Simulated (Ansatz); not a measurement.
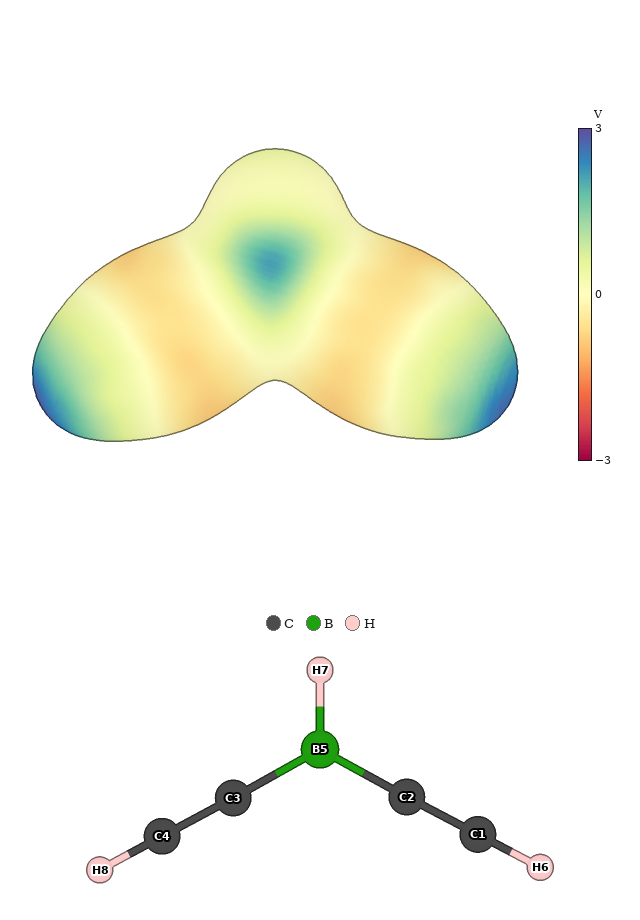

C$_{4}$H$_{3}$B. The electrostatic potential painted on the density surface at 0.004 e/bohr³, seen across its widest extent; the colour scale runs from red (negative) to blue (positive). The bare structure is drawn below in the same view.

Geometry: BLYP-D3(BJ)/def2-SVP.

Computed with isolated molecule in a Gaussian basis; Kohn-Sham density functional theory, functional PBE0 in Ansatz.

The calculation's input:

```
crystal:
  periodic: [false, false, false]
  atoms:
    - {symbol: C, position_ang: [0.356783, 0.421658, 3.105732]}
    - {symbol: C, position_ang: [0.584607, 0.349487, 1.897788]}
    - {symbol: C, position_ang: [0.038410, 0.953450, -0.626220]}
    - {symbol: C, position_ang: [-0.636839, 1.520351, -1.485814]}
    - {symbol: B, position_ang: [0.885901, 0.244985, 0.414219]}
    - {symbol: H, position_ang: [0.155533, 0.485983, 4.165545]}
    - {symbol: H, position_ang: [1.832097, -0.424614, 0.049233]}
    - {symbol: H, position_ang: [-1.230413, 2.018482, -2.239060]}
basis:
  gaussian:
    orbitals: def2-TZVPD
hamiltonian:
  xc: {name: PBE0}
output: {forces: true, orbitals: {seedname: orbitals}}
```

Run with:

```sh
ansatz run input.yaml --threads 1 --pin off --max-ram 2610MiB --events-out events.jsonl --progress --plain --runs-dir runs
```

Describe the electrostatic potential map.

The most negative region (about −0.8 V, or −18 kcal/mol for a unit charge) lies over C1, C2, C3 and C4, the most positive (about +2.7 V, or +62 kcal/mol for a unit charge) over H6 and H8.
